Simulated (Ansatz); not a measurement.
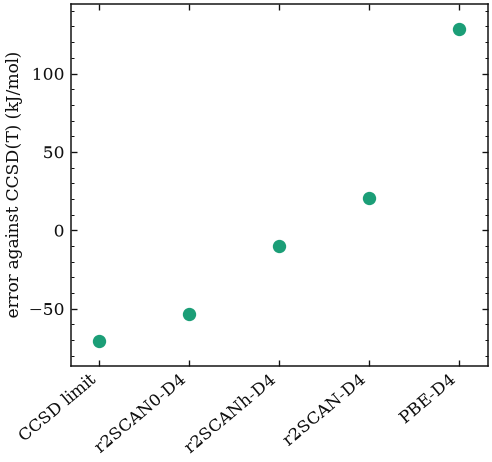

Error in the electronic atomisation energy (method less reference, so positive means overbinding) of C₃H₅ClO, SMILES C[C@@H](Cl)C=O: functionals in def2-TZVPP against frozen-core CCSD(T) at the limit (MP2 extrapolated from triple and quadruple zeta, plus CCSD(T) less MP2 in a smaller set), which gives 3973.7 kJ/mol, at a PBE0-D4/def2-TZVP geometry (a minimum by its frequencies), no zero-point or spin-orbit term, the Ansatz code. The reference leaves out core correlation, a term that grows with the number of heavy atoms. Limit means the basis limit.

> Which of these levels overbind, and which underbind?

Overbind: PBE-D4. Underbind: CCSD limit and r2SCAN0-D4. Within 25 kJ/mol of zero, too close to call in view of what the reference leaves out: r2SCANh-D4 and r2SCAN-D4.

> Give the values.

| level | kJ/mol |
| --- | --- |
| CCSD limit | −70.3 |
| r2SCAN0-D4 | −53.4 |
| r2SCANh-D4 | −10.0 |
| r2SCAN-D4 | 20.3 |
| PBE-D4 | 128.2 |

Caveats, for all or some of the runs: one conformer of a flexible molecule.
